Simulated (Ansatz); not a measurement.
Molecular dynamics of AlH₂Cl₂F (part 1 of 3)

- system: AlH₂Cl₂F
- method: RKS revPBE-D4/6-31G* (Ansatz 0.2.0)

It belongs to a series of runs on one base structure; here: dynamics from the highest image of the converged band. Figures and captions count atoms from 1; the log counts them from 0 in places.

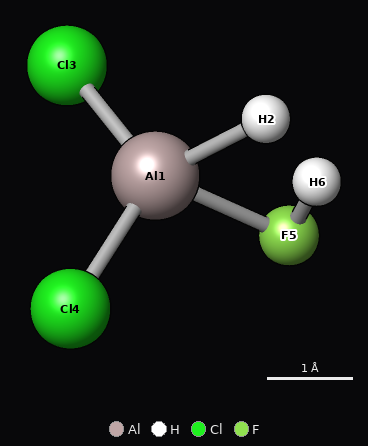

*The starting structure (ball-and-stick view, seen at a tilt; atoms are numbered from 1 in the order of the input). Sticks mark near contacts.*

Summary

| quantity | value |
| --- | --- |
| outcome | finished |
| mean temperature over the second half | 139 K |
| trajectory | 200 steps, 100 fs |
| ensemble | nve |
| temperature in the input | 100.0 K |
| time step | 0.5 fs |
| potential energy (last step) | −34387.1881 eV |
| mean-field energy (last step) | −34386.8611 eV |
| largest force (length of the vector) (last step) | 1.127 eV/Å |
| hardware | 1 thread of AMD EPYC (Zen 3), 192 GiB of memory available, shared host |
| wall time | 6.6 min |
| peak memory | 0.17 GiB |

Notes

So short a trajectory is not equilibrated.

The input
```yaml
crystal:
  periodic: [false, false, false]
  atoms:
    - { symbol: Al, position_ang: [0.015768, -0.175299, -0.007786] }
    - { symbol: H, position_ang: [0.0162, 0.137836, 1.637379] }
    - { symbol: Cl, position_ang: [1.838935, 0.161704, -1.010003] }
    - { symbol: Cl, position_ang: [-1.829847, 0.096417, -0.989689] }
    - { symbol: F, position_ang: [0.048479, -1.9269, 0.839193] }
    - { symbol: H, position_ang: [0.038263, -1.192256, 1.602906] }
basis:
  gaussian: { orbitals: "6-31G*" }
hamiltonian:
  xc: revpbe
  dispersion: d4
md:
  timestep: 0.5
  n_steps: 200
  ensemble: nve
  temperature: 100.0
  initial_velocities: maxwell_boltzmann
  seed: 6380
```

Run as:
```bash
ansatz run input.yaml --threads 1 --pin off --max-ram 2048MiB --backend cpu --events-out ev --progress --plain --runs-dir out
```

What the program printed
```
Engine: ansatz 0.2.0, x86_64-unknown-linux-gnu
Functional definition: revPBE
  parameter kappa = 1.245
  parameter beta = 0.06672455060314922
  exchange = pbe_x(kappa = kappa, mu = beta*pi^2/3)
  correlation = pbe_c(beta = beta)
878 factors; their error is unknown
mean field evaluation 1: about -34385.2467 eV, gradient 2.7e1 eV
mean field evaluation 2: about -34383.4493 eV, gradient 4.3e1 eV
mean field evaluation 4: about -34386.8485 eV, gradient 1.5e0 eV
mean field evaluation 8: about -34386.8266 eV, gradient 2.3e-2 eV
mean field -34386.82659928 eV, -1263.6925692953 hartree, gradient 4.2e-5 eV, S^2 0.000000; 0 other end points of the search recorded, 0 dependent functions left out
the calculation of the forces begins
reference -34386.82665197 eV, -1263.6925712316 hartree; 29, 29 occupied and 47, 47 virtual orbitals, 878 factors
md step     0: t =     0.00 fs  T =   100.0 K  F+E_penalty+E_count = -34387.16239367 eV  E_kin = 0.051704 eV  conserved = -34387.11068967 eV  (23 SCF iters)
these checks for a lower state are left out or cut short: starts, cluster_reference, orbital_swaps, neighbouring_geometries, increment
878 factors; their error is unknown
mean field evaluation 16: about -34386.8532 eV, gradient 9.1e-4 eV
mean field -34386.82567643 eV, -1263.6925353811 hartree, gradient 1.3e-5 eV, S^2 0.000000; 0 other end points of the search recorded, 0 dependent functions left out
the calculation of the forces begins
reference -34386.82572912 eV, -1263.6925373176 hartree; 29, 29 occupied and 47, 47 virtual orbitals, 878 factors
md step     1: t =     0.50 fs  T =    98.4 K  F+E_penalty+E_count = -34387.16155376 eV  E_kin = 0.050862 eV  conserved = -34387.11069194 eV  (28 SCF iters)
[... from here on the SCF iterations and repeated set-up lines of each step are left out, up to the last step ...]
md step     2: t =     1.00 fs  T =    93.9 K  F+E_penalty+E_count = -34387.15922282 eV  E_kin = 0.048545 eV  conserved = -34387.11067739 eV  (27 SCF iters)
md step     3: t =     1.50 fs  T =    87.1 K  F+E_penalty+E_count = -34387.15567376 eV  E_kin = 0.045028 eV  conserved = -34387.11064615 eV  (27 SCF iters)
md step     4: t =     2.00 fs  T =    79.0 K  F+E_penalty+E_count = -34387.15143493 eV  E_kin = 0.040832 eV  conserved = -34387.11060293 eV  (27 SCF iters)
md step     5: t =     2.50 fs  T =    70.9 K  F+E_penalty+E_count = -34387.14721129 eV  E_kin = 0.036654 eV  conserved = -34387.11055704 eV  (27 SCF iters)
md step     6: t =     3.00 fs  T =    64.2 K  F+E_penalty+E_count = -34387.14373742 eV  E_kin = 0.033217 eV  conserved = -34387.11052043 eV  (28 SCF iters)
md step     7: t =     3.50 fs  T =    60.1 K  F+E_penalty+E_count = -34387.14159439 eV  E_kin = 0.031091 eV  conserved = -34387.11050334 eV  (22 SCF iters)
md step     8: t =     4.00 fs  T =    59.1 K  F+E_penalty+E_count = -34387.14105092 eV  E_kin = 0.030540 eV  conserved = -34387.11051097 eV  (21 SCF iters)
md step     9: t =     4.50 fs  T =    60.8 K  F+E_penalty+E_count = -34387.14198755 eV  E_kin = 0.031447 eV  conserved = -34387.11054071 eV  (21 SCF iters)
md step    10: t =     5.00 fs  T =    64.5 K  F+E_penalty+E_count = -34387.14393831 eV  E_kin = 0.033355 eV  conserved = -34387.11058345 eV  (21 SCF iters)
md step    11: t =     5.50 fs  T =    68.9 K  F+E_penalty+E_count = -34387.14623312 eV  E_kin = 0.035607 eV  conserved = -34387.11062642 eV  (29 SCF iters)
md step    12: t =     6.00 fs  T =    72.6 K  F+E_penalty+E_count = -34387.14818914 eV  E_kin = 0.037530 eV  conserved = -34387.11065904 eV  (29 SCF iters)
md step    13: t =     6.50 fs  T =    74.7 K  F+E_penalty+E_count = -34387.14927988 eV  E_kin = 0.038605 eV  conserved = -34387.11067483 eV  (29 SCF iters)
md step    14: t =     7.00 fs  T =    74.6 K  F+E_penalty+E_count = -34387.14923899 eV  E_kin = 0.038566 eV  conserved = -34387.11067290 eV  (28 SCF iters)
md step    15: t =     7.50 fs  T =    72.4 K  F+E_penalty+E_count = -34387.14808073 eV  E_kin = 0.037425 eV  conserved = -34387.11065584 eV  (29 SCF iters)
md step    16: t =     8.00 fs  T =    68.5 K  F+E_penalty+E_count = -34387.14605582 eV  E_kin = 0.035426 eV  conserved = -34387.11062979 eV  (28 SCF iters)
md step    17: t =     8.50 fs  T =    63.8 K  F+E_penalty+E_count = -34387.14356400 eV  E_kin = 0.032963 eV  conserved = -34387.11060075 eV  (24 SCF iters)
md step    18: t =     9.00 fs  T =    59.0 K  F+E_penalty+E_count = -34387.14105790 eV  E_kin = 0.030484 eV  conserved = -34387.11057414 eV  (28 SCF iters)
md step    19: t =     9.50 fs  T =    54.9 K  F+E_penalty+E_count = -34387.13895508 eV  E_kin = 0.028401 eV  conserved = -34387.11055421 eV  (21 SCF iters)
md step    20: t =    10.00 fs  T =    52.3 K  F+E_penalty+E_count = -34387.13756983 eV  E_kin = 0.027026 eV  conserved = -34387.11054358 eV  (21 SCF iters)
md step    21: t =    10.50 fs  T =    51.3 K  F+E_penalty+E_count = -34387.13706939 eV  E_kin = 0.026526 eV  conserved = -34387.11054377 eV  (21 SCF iters)
md step    22: t =    11.00 fs  T =    52.0 K  F+E_penalty+E_count = -34387.13745189 eV  E_kin = 0.026898 eV  conserved = -34387.11055423 eV  (21 SCF iters)
md step    23: t =    11.50 fs  T =    54.1 K  F+E_penalty+E_count = -34387.13854887 eV  E_kin = 0.027975 eV  conserved = -34387.11057394 eV  (29 SCF iters)
md step    24: t =    12.00 fs  T =    57.0 K  F+E_penalty+E_count = -34387.14004659 eV  E_kin = 0.029446 eV  conserved = -34387.11060033 eV  (29 SCF iters)
md step    25: t =    12.50 fs  T =    59.8 K  F+E_penalty+E_count = -34387.14153066 eV  E_kin = 0.030901 eV  conserved = -34387.11062926 eV  (29 SCF iters)
md step    26: t =    13.00 fs  T =    61.7 K  F+E_penalty+E_count = -34387.14255430 eV  E_kin = 0.031899 eV  conserved = -34387.11065528 eV  (28 SCF iters)
md step    27: t =    13.50 fs  T =    62.0 K  F+E_penalty+E_count = -34387.14272827 eV  E_kin = 0.032057 eV  conserved = -34387.11067173 eV  (28 SCF iters)
md step    28: t =    14.00 fs  T =    60.3 K  F+E_penalty+E_count = -34387.14182510 eV  E_kin = 0.031153 eV  conserved = -34387.11067216 eV  (28 SCF iters)
md step    29: t =    14.50 fs  T =    56.5 K  F+E_penalty+E_count = -34387.13987668 eV  E_kin = 0.029224 eV  conserved = -34387.11065271 eV  (28 SCF iters)
md step    30: t =    15.00 fs  T =    51.5 K  F+E_penalty+E_count = -34387.13723034 eV  E_kin = 0.026616 eV  conserved = -34387.11061395 eV  (29 SCF iters)
md step    31: t =    15.50 fs  T =    46.3 K  F+E_penalty+E_count = -34387.13452647 eV  E_kin = 0.023962 eV  conserved = -34387.11056398 eV  (29 SCF iters)
md step    32: t =    16.00 fs  T =    42.6 K  F+E_penalty+E_count = -34387.13256733 eV  E_kin = 0.022050 eV  conserved = -34387.11051716 eV  (28 SCF iters)
md step    33: t =    16.50 fs  T =    41.8 K  F+E_penalty+E_count = -34387.13209182 eV  E_kin = 0.021602 eV  conserved = -34387.11048979 eV  (22 SCF iters)
md step    34: t =    17.00 fs  T =    44.5 K  F+E_penalty+E_count = -34387.13352267 eV  E_kin = 0.023028 eV  conserved = -34387.11049440 eV  (21 SCF iters)
md step    35: t =    17.50 fs  T =    50.8 K  F+E_penalty+E_count = -34387.13678395 eV  E_kin = 0.026252 eV  conserved = -34387.11053226 eV  (22 SCF iters)
md step    36: t =    18.00 fs  T =    59.4 K  F+E_penalty+E_count = -34387.14128170 eV  E_kin = 0.030689 eV  conserved = -34387.11059301 eV  (24 SCF iters)
md step    37: t =    18.50 fs  T =    68.5 K  F+E_penalty+E_count = -34387.14606374 eV  E_kin = 0.035405 eV  conserved = -34387.11065861 eV  (29 SCF iters)
md step    38: t =    19.00 fs  T =    76.2 K  F+E_penalty+E_count = -34387.15009801 eV  E_kin = 0.039387 eV  conserved = -34387.11071054 eV  (29 SCF iters)
md step    39: t =    19.50 fs  T =    80.9 K  F+E_penalty+E_count = -34387.15256012 eV  E_kin = 0.041824 eV  conserved = -34387.11073613 eV  (28 SCF iters)
md step    40: t =    20.00 fs  T =    81.8 K  F+E_penalty+E_count = -34387.15303396 eV  E_kin = 0.042303 eV  conserved = -34387.11073141 eV  (28 SCF iters)
md step    41: t =    20.50 fs  T =    79.1 K  F+E_penalty+E_count = -34387.15157953 eV  E_kin = 0.040879 eV  conserved = -34387.11070018 eV  (28 SCF iters)
md step    42: t =    21.00 fs  T =    73.5 K  F+E_penalty+E_count = -34387.14867754 eV  E_kin = 0.038026 eV  conserved = -34387.11065157 eV  (28 SCF iters)
md step    43: t =    21.50 fs  T =    66.7 K  F+E_penalty+E_count = -34387.14509011 eV  E_kin = 0.034493 eV  conserved = -34387.11059661 eV  (29 SCF iters)
md step    44: t =    22.00 fs  T =    60.2 K  F+E_penalty+E_count = -34387.14168489 eV  E_kin = 0.031139 eV  conserved = -34387.11054618 eV  (22 SCF iters)
md step    45: t =    22.50 fs  T =    55.6 K  F+E_penalty+E_count = -34387.13925937 eV  E_kin = 0.028750 eV  conserved = -34387.11050985 eV  (21 SCF iters)
md step    46: t =    23.00 fs  T =    54.0 K  F+E_penalty+E_count = -34387.13838911 eV  E_kin = 0.027895 eV  conserved = -34387.11049435 eV  (21 SCF iters)
md step    47: t =    23.50 fs  T =    55.7 K  F+E_penalty+E_count = -34387.13931869 eV  E_kin = 0.028815 eV  conserved = -34387.11050332 eV  (21 SCF iters)
md step    48: t =    24.00 fs  T =    60.7 K  F+E_penalty+E_count = -34387.14190649 eV  E_kin = 0.031370 eV  conserved = -34387.11053624 eV  (27 SCF iters)
md step    49: t =    24.50 fs  T =    67.8 K  F+E_penalty+E_count = -34387.14563736 eV  E_kin = 0.035050 eV  conserved = -34387.11058774 eV  (26 SCF iters)
md step    50: t =    25.00 fs  T =    75.6 K  F+E_penalty+E_count = -34387.14971434 eV  E_kin = 0.039067 eV  conserved = -34387.11064710 eV  (26 SCF iters)
md step    51: t =    25.50 fs  T =    82.3 K  F+E_penalty+E_count = -34387.15323351 eV  E_kin = 0.042535 eV  conserved = -34387.11069895 eV  (26 SCF iters)
md step    52: t =    26.00 fs  T =    86.5 K  F+E_penalty+E_count = -34387.15542642 eV  E_kin = 0.044700 eV  conserved = -34387.11072641 eV  (27 SCF iters)
md step    53: t =    26.50 fs  T =    87.4 K  F+E_penalty+E_count = -34387.15591981 eV  E_kin = 0.045203 eV  conserved = -34387.11071657 eV  (27 SCF iters)
md step    54: t =    27.00 fs  T =    85.6 K  F+E_penalty+E_count = -34387.15492410 eV  E_kin = 0.044256 eV  conserved = -34387.11066784 eV  (27 SCF iters)
md step    55: t =    27.50 fs  T =    82.5 K  F+E_penalty+E_count = -34387.15324242 eV  E_kin = 0.042647 eV  conserved = -34387.11059494 eV  (24 SCF iters)
md step    56: t =    28.00 fs  T =    80.3 K  F+E_penalty+E_count = -34387.15203113 eV  E_kin = 0.041504 eV  conserved = -34387.11052670 eV  (27 SCF iters)
md step    57: t =    28.50 fs  T =    81.0 K  F+E_penalty+E_count = -34387.15235438 eV  E_kin = 0.041860 eV  conserved = -34387.11049396 eV  (21 SCF iters)
md step    58: t =    29.00 fs  T =    85.5 K  F+E_penalty+E_count = -34387.15471478 eV  E_kin = 0.044201 eV  conserved = -34387.11051382 eV  (21 SCF iters)
md step    59: t =    29.50 fs  T =    93.3 K  F+E_penalty+E_count = -34387.15879931 eV  E_kin = 0.048220 eV  conserved = -34387.11057916 eV  (21 SCF iters)
md step    60: t =    30.00 fs  T =   102.4 K  F+E_penalty+E_count = -34387.16358733 eV  E_kin = 0.052924 eV  conserved = -34387.11066285 eV  (27 SCF iters)
md step    61: t =    30.50 fs  T =   110.3 K  F+E_penalty+E_count = -34387.16776277 eV  E_kin = 0.057031 eV  conserved = -34387.11073224 eV  (27 SCF iters)
md step    62: t =    31.00 fs  T =   115.0 K  F+E_penalty+E_count = -34387.17021485 eV  E_kin = 0.059451 eV  conserved = -34387.11076432 eV  (27 SCF iters)
md step    63: t =    31.50 fs  T =   115.4 K  F+E_penalty+E_count = -34387.17040081 eV  E_kin = 0.059648 eV  conserved = -34387.11075280 eV  (27 SCF iters)
md step    64: t =    32.00 fs  T =   111.7 K  F+E_penalty+E_count = -34387.16845954 eV  E_kin = 0.057754 eV  conserved = -34387.11070543 eV  (28 SCF iters)
md step    65: t =    32.50 fs  T =   105.3 K  F+E_penalty+E_count = -34387.16510067 eV  E_kin = 0.054462 eV  conserved = -34387.11063823 eV  (28 SCF iters)
md step    66: t =    33.00 fs  T =    98.2 K  F+E_penalty+E_count = -34387.16136231 eV  E_kin = 0.050794 eV  conserved = -34387.11056844 eV  (28 SCF iters)
md step    67: t =    33.50 fs  T =    92.5 K  F+E_penalty+E_count = -34387.15833735 eV  E_kin = 0.047826 eV  conserved = -34387.11051094 eV  (21 SCF iters)
md step    68: t =    34.00 fs  T =    89.8 K  F+E_penalty+E_count = -34387.15693185 eV  E_kin = 0.046455 eV  conserved = -34387.11047689 eV  (21 SCF iters)
md step    69: t =    34.50 fs  T =    91.3 K  F+E_penalty+E_count = -34387.15768346 eV  E_kin = 0.047210 eV  conserved = -34387.11047311 eV  (21 SCF iters)
md step    70: t =    35.00 fs  T =    97.0 K  F+E_penalty+E_count = -34387.16064982 eV  E_kin = 0.050148 eV  conserved = -34387.11050216 eV  (28 SCF iters)
md step    71: t =    35.50 fs  T =   106.0 K  F+E_penalty+E_count = -34387.16537125 eV  E_kin = 0.054810 eV  conserved = -34387.11056141 eV  (26 SCF iters)
md step    72: t =    36.00 fs  T =   116.6 K  F+E_penalty+E_count = -34387.17092182 eV  E_kin = 0.060280 eV  conserved = -34387.11064150 eV  (26 SCF iters)
md step    73: t =    36.50 fs  T =   126.4 K  F+E_penalty+E_count = -34387.17607018 eV  E_kin = 0.065345 eV  conserved = -34387.11072509 eV  (27 SCF iters)
md step    74: t =    37.00 fs  T =   133.0 K  F+E_penalty+E_count = -34387.17956489 eV  E_kin = 0.068778 eV  conserved = -34387.11078732 eV  (27 SCF iters)
md step    75: t =    37.50 fs  T =   134.8 K  F+E_penalty+E_count = -34387.18052317 eV  E_kin = 0.069721 eV  conserved = -34387.11080207 eV  (25 SCF iters)
md step    76: t =    38.00 fs  T =   131.7 K  F+E_penalty+E_count = -34387.17882356 eV  E_kin = 0.068070 eV  conserved = -34387.11075381 eV  (27 SCF iters)
md step    77: t =    38.50 fs  T =   125.1 K  F+E_penalty+E_count = -34387.17531693 eV  E_kin = 0.064665 eV  conserved = -34387.11065216 eV  (27 SCF iters)
md step    78: t =    39.00 fs  T =   118.2 K  F+E_penalty+E_count = -34387.17164779 eV  E_kin = 0.061110 eV  conserved = -34387.11053747 eV  (27 SCF iters)
md step    79: t =    39.50 fs  T =   114.4 K  F+E_penalty+E_count = -34387.16961968 eV  E_kin = 0.059154 eV  conserved = -34387.11046609 eV  (27 SCF iters)
md step    80: t =    40.00 fs  T =   115.8 K  F+E_penalty+E_count = -34387.17033814 eV  E_kin = 0.059859 eV  conserved = -34387.11047870 eV  (27 SCF iters)
md step    81: t =    40.50 fs  T =   121.9 K  F+E_penalty+E_count = -34387.17360915 eV  E_kin = 0.063037 eV  conserved = -34387.11057179 eV  (27 SCF iters)
md step    82: t =    41.00 fs  T =   130.2 K  F+E_penalty+E_count = -34387.17800006 eV  E_kin = 0.067302 eV  conserved = -34387.11069840 eV  (27 SCF iters)
md step    83: t =    41.50 fs  T =   136.8 K  F+E_penalty+E_count = -34387.18154996 eV  E_kin = 0.070752 eV  conserved = -34387.11079769 eV  (27 SCF iters)
md step    84: t =    42.00 fs  T =   139.0 K  F+E_penalty+E_count = -34387.18269858 eV  E_kin = 0.071870 eV  conserved = -34387.11082834 eV  (26 SCF iters)
md step    85: t =    42.50 fs  T =   135.7 K  F+E_penalty+E_count = -34387.18093160 eV  E_kin = 0.070147 eV  conserved = -34387.11078433 eV  (27 SCF iters)
md step    86: t =    43.00 fs  T =   128.1 K  F+E_penalty+E_count = -34387.17689759 eV  E_kin = 0.066209 eV  conserved = -34387.11068846 eV  (27 SCF iters)
md step    87: t =    43.50 fs  T =   118.9 K  F+E_penalty+E_count = -34387.17207256 eV  E_kin = 0.061496 eV  conserved = -34387.11057656 eV  (27 SCF iters)
md step    88: t =    44.00 fs  T =   111.6 K  F+E_penalty+E_count = -34387.16820481 eV  E_kin = 0.057721 eV  conserved = -34387.11048347 eV  (27 SCF iters)
md step    89: t =    44.50 fs  T =   108.9 K  F+E_penalty+E_count = -34387.16676042 eV  E_kin = 0.056325 eV  conserved = -34387.11043506 eV  (27 SCF iters)
md step    90: t =    45.00 fs  T =   112.3 K  F+E_penalty+E_count = -34387.16850343 eV  E_kin = 0.058058 eV  conserved = -34387.11044526 eV  (28 SCF iters)
md step    91: t =    45.50 fs  T =   121.4 K  F+E_penalty+E_count = -34387.17327026 eV  E_kin = 0.062756 eV  conserved = -34387.11051462 eV  (27 SCF iters)
md step    92: t =    46.00 fs  T =   134.1 K  F+E_penalty+E_count = -34387.17996496 eV  E_kin = 0.069336 eV  conserved = -34387.11062920 eV  (28 SCF iters)
md step    93: t =    46.50 fs  T =   147.1 K  F+E_penalty+E_count = -34387.18679563 eV  E_kin = 0.076037 eV  conserved = -34387.11075909 eV  (27 SCF iters)
md step    94: t =    47.00 fs  T =   156.5 K  F+E_penalty+E_count = -34387.19176254 eV  E_kin = 0.080902 eV  conserved = -34387.11086091 eV  (25 SCF iters)
md step    95: t =    47.50 fs  T =   159.5 K  F+E_penalty+E_count = -34387.19334435 eV  E_kin = 0.082456 eV  conserved = -34387.11088878 eV  (26 SCF iters)
md step    96: t =    48.00 fs  T =   155.5 K  F+E_penalty+E_count = -34387.19119543 eV  E_kin = 0.080379 eV  conserved = -34387.11081652 eV  (26 SCF iters)
md step    97: t =    48.50 fs  T =   146.7 K  F+E_penalty+E_count = -34387.18650913 eV  E_kin = 0.075845 eV  conserved = -34387.11066377 eV  (27 SCF iters)
md step    98: t =    49.00 fs  T =   137.7 K  F+E_penalty+E_count = -34387.18167899 eV  E_kin = 0.071178 eV  conserved = -34387.11050134 eV  (27 SCF iters)
md step    99: t =    49.50 fs  T =   133.0 K  F+E_penalty+E_count = -34387.17920222 eV  E_kin = 0.068783 eV  conserved = -34387.11041872 eV  (29 SCF iters)
md step   100: t =    50.00 fs  T =   135.1 K  F+E_penalty+E_count = -34387.18033625 eV  E_kin = 0.069871 eV  conserved = -34387.11046483 eV  (27 SCF iters)
md step   101: t =    50.50 fs  T =   142.7 K  F+E_penalty+E_count = -34387.18437861 eV  E_kin = 0.073768 eV  conserved = -34387.11061037 eV  (29 SCF iters)
md step   102: t =    51.00 fs  T =   151.5 K  F+E_penalty+E_count = -34387.18910416 eV  E_kin = 0.078334 eV  conserved = -34387.11077016 eV  (27 SCF iters)
md step   103: t =    51.50 fs  T =   157.0 K  F+E_penalty+E_count = -34387.19204669 eV  E_kin = 0.081185 eV  conserved = -34387.11086126 eV  (28 SCF iters)
md step   104: t =    52.00 fs  T =   156.5 K  F+E_penalty+E_count = -34387.19176533 eV  E_kin = 0.080916 eV  conserved = -34387.11084891 eV  (28 SCF iters)
md step   105: t =    52.50 fs  T =   150.2 K  F+E_penalty+E_count = -34387.18840786 eV  E_kin = 0.077657 eV  conserved = -34387.11075100 eV  (28 SCF iters)
```
